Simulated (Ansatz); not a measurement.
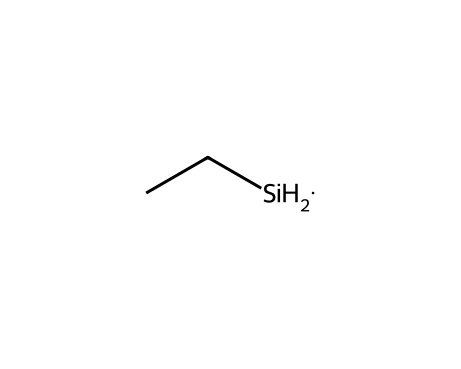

Structural formula above. The species is neutral and a spin doublet. The geometry was computed by an optimisation with PBE-D4/def2-SVP. No frequency run is at hand to confirm it as a minimum.

Describe the 3D structure.

Formula C2H7Si. As SMILES it reads `CC[SiH2]`. It has no ring. Among its groups: Si–H bond. This geometry has Cs symmetry. It is an open-shell species. Coordination: 2 C tetrahedral; 1 Si trigonal pyramidal.

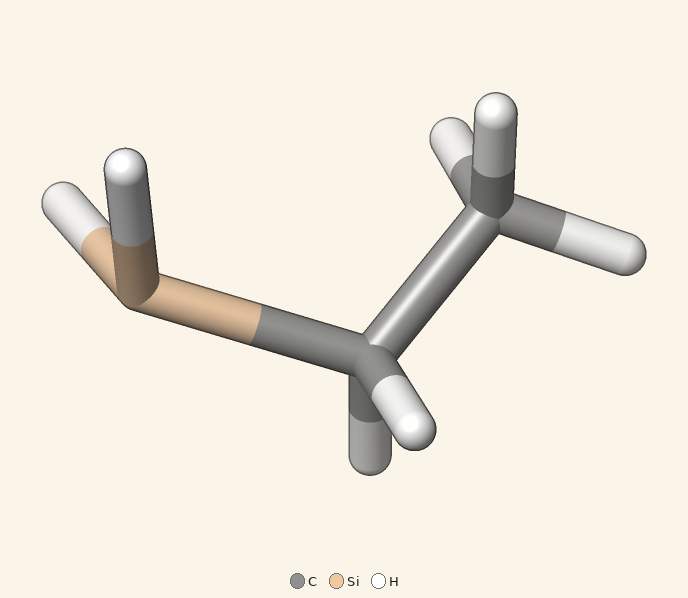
